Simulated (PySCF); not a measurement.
# Run report: C$_{4}$H$_{8}$OSi, core-level calculation

- system: C$_{4}$H$_{8}$OSi, SMILES [SiH3]OC=C1CC1
- method: delta-SCF UKS SCAN, def2-TZVP on the ionised atom, pcseg-1 elsewhere, spin-free X2C (PySCF 2.14.0)

Figures and captions count atoms from 1; the log counts them from 0 in places.

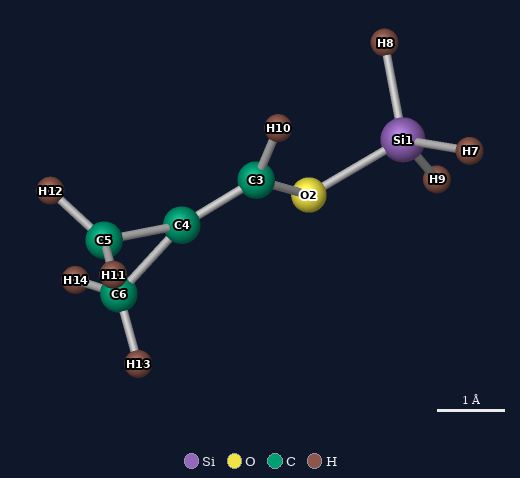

*The input geometry (ball-and-stick view, seen at a tilt; atoms are numbered from 1 in the order of the input).*

## Input file
```
{"job": {"kind": "xps", "basis": "def2-TZVP"}, "charge": 0, "multiplicity": 1}
Si     2.562329     0.552561     0.639930
O      1.060053     0.081080     0.070832
C     -0.107076     0.183661     0.755992
C     -1.269821    -0.190357     0.246027
C     -2.713905    -0.327916     0.421280
C     -2.023230    -0.742418    -0.874862
H      2.914448    -0.203005     1.881011
H      2.572104     2.014656     0.951297
H      3.523486     0.244518    -0.450078
H     -0.049023     0.596893     1.772559
H     -3.095600    -1.121865     1.073841
H     -3.338683     0.572802     0.404023
H     -1.935004    -1.813362    -1.090789
H     -2.176677    -0.118071    -1.762582
```

The first line tells a small driver script what to run in PySCF; the rest is the geometry in Å.

Launched with:
```bash
OMP_NUM_THREADS=1 python <driver script> task.json out
```

## What the program printed
```
ground state, core basis on atom 0 (Si), 147 functions
  cycle   1  E = -522.34530672  |g| = 6.40e-01
  cycle   2  E = -522.13958174  |g| = 1.19e+00
  cycle   3  E = -522.42981020  |g| = 1.46e-01
  cycle   4  E = -522.43286324  |g| = 8.28e-02
  cycle   5  E = -522.43445826  |g| = 3.18e-02
  cycle   6  E = -522.43472373  |g| = 7.43e-03
  cycle   7  E = -522.43473884  |g| = 1.00e-03
  cycle   8  E = -522.43473824  |g| = 7.06e-04
  cycle   9  E = -522.43474037  |g| = 1.11e-04
  E(ground) = -522.43644121 Eh
hole in Si 1s of atom 0
  cycle   1  E = -453.46269786  |g| = 2.95e+00
[... 11 cycles left out ...]
  E(ion) = -454.40150621 Eh   <S^2> = 0.7520   hole on atom = 1.000   binding energy = 1851.325 eV
hole in Si 2p of atom 0
[... 11 cycles left out ...]
  E(ion) = -518.46419301 Eh   <S^2> = 0.7513   hole on atom = 1.003   binding energy = 108.090 eV
  2p3/2 = 107.841 eV   2p1/2 = 108.454 eV
ground state, core basis on atom 1 (O), 145 functions
[... 6 cycles left out ...]
  E(ground) = -522.47455769 Eh
hole in O 1s of atom 1
[... 10 cycles left out ...]
  E(ion) = -502.66945123 Eh   <S^2> = 0.7618   hole on atom = 1.000   binding energy = 538.924 eV
ground state, core basis on atom 2 (C), 145 functions
[... 6 cycles left out ...]
  E(ground) = -522.45065853 Eh
hole in C 1s of atom 2
[... 12 cycles left out ...]
  E(ion) = -511.71355725 Eh   <S^2> = 0.8010   hole on atom = 1.000   binding energy = 292.171 eV
ground state, core basis on atom 3 (C), 145 functions
[... 6 cycles left out ...]
  E(ground) = -522.45120779 Eh
hole in C 1s of atom 3
[... 12 cycles left out ...]
  E(ion) = -511.78151314 Eh   <S^2> = 0.7980   hole on atom = 1.000   binding energy = 290.337 eV
ground state, core basis on atom 4 (C), 145 functions
[... 6 cycles left out ...]
  E(ground) = -522.44846940 Eh
hole in C 1s of atom 4
[... 12 cycles left out ...]
  E(ion) = -511.75047961 Eh   <S^2> = 0.7698   hole on atom = 1.000   binding energy = 291.107 eV
ground state, core basis on atom 5 (C), 145 functions
[... 5 cycles left out ...]
  E(ground) = -522.44856362 Eh
hole in C 1s of atom 5
[... 2 cycles left out ...]
  cycle   3  E = -511.57680151  |g| = 5.17e-01
  cycle   4  E = -511.63939312  |g| = 3.72e-01
  cycle   5  E = -511.70739991  |g| = 9.08e-02
  cycle   6  E = -511.71031773  |g| = 4.11e-02
  cycle   7  E = -511.71104689  |g| = 1.09e-02
  cycle   8  E = -511.71110731  |g| = 4.22e-03
  cycle   9  E = -511.71112511  |g| = 1.63e-03
  cycle  10  E = -511.71113213  |g| = 8.60e-04
  cycle  11  E = -511.71113252  |g| = 5.90e-04
  cycle  12  E = -511.71113344  |g| = 3.23e-04
  E(ion) = -511.75347742 Eh   <S^2> = 0.7705   hole on atom = 1.000   binding energy = 291.028 eV
```

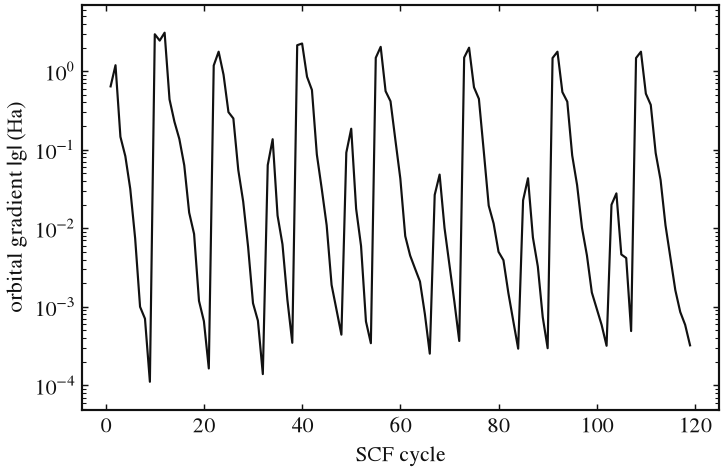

*Convergence of the self-consistent field: orbital gradient |g| against the SCF cycle.*

All cycles printed in the log are drawn one after another.

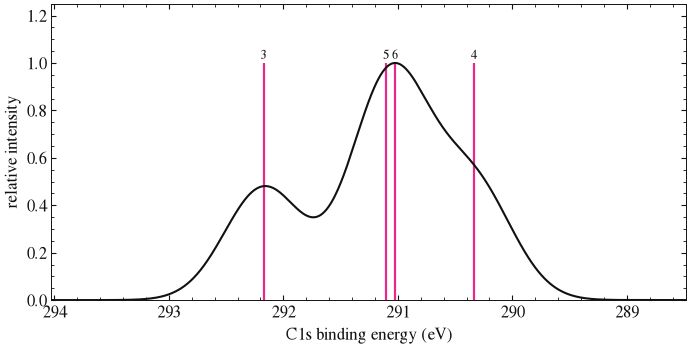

*C1s binding energies by ΔSCF of the atoms computed, labelled by atom number, with a Gaussian envelope of 0.8 eV full width.*

They run from 290.34 eV (atom 4) to 292.17 eV (atom 3).

## Results in brief

```tsv
quantity	value
outcome	converged
hardware	1 CPU thread, shared host
wall time	85 s
peak memory	0.48 GiB
```
